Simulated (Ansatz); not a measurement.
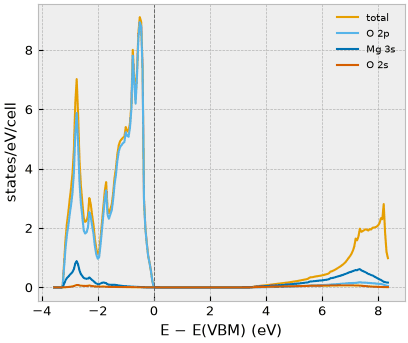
Fig. 1. Total and projected density of states of MgO (wurtzite, P6_3mc), DFT-PBEsol in the program Ansatz with PAW potentials

Q: Which orbitals carry the states next to the gap?

A: Top 1 eV of the valence band: O 2p 98 %. Bottom 1 eV of the conduction band: Mg 3s 61 %, O 2s 26 %, O 2p 10 %. Projections are on Löwdin-orthogonalised atomic valence shells; empty p or d shells of many metals are not among them.

Q: Where is the tallest occupied peak in this window, and what makes it?

A: Near -0.5 eV, about 9.1 states/eV per cell; the largest projected share is O 2p.

The first step of the workflow began from a Materials Project structure, measured or hypothetical; the Crystallography Open Database copy checked does not list it. It is not the phase usual at ambient conditions (space group No. 225). The cell was relaxed with PBEsol under the symmetry of its start; its stability against distortions is not shown here.

Potentials: the earlier of the program's two PAW sets. The files were generated under PBE; for other functionals the program regenerates the frozen cores, and for LDA and PBEsol the local potential too.
